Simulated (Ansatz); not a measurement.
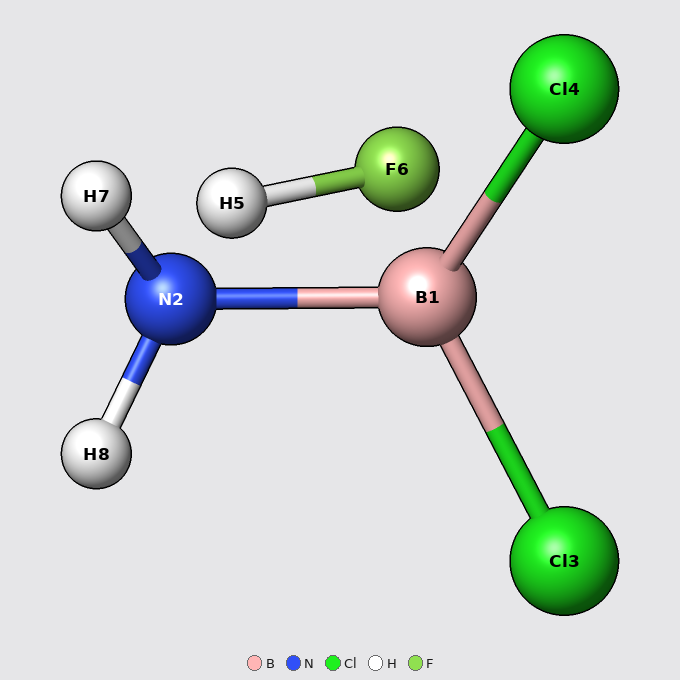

Sticks follow a distance rule. Harmonic vibrations computed with RKS PBE0-D4/def2-TZVP (Ansatz 0.2.0) at a stationary point of the same level.

Q: How many imaginary frequencies does it have?

A: A first-order saddle point: one imaginary frequency, 800i cm⁻¹.

Q: How many vibrational modes are there, and where do they lie?

A: 18 modes: 800i, 209, 220, 283, 302, 410, 460, 604, 796, 799, 877, 1102, 1161, 1280, 1597, 1983, 3571, 3665 cm⁻¹.
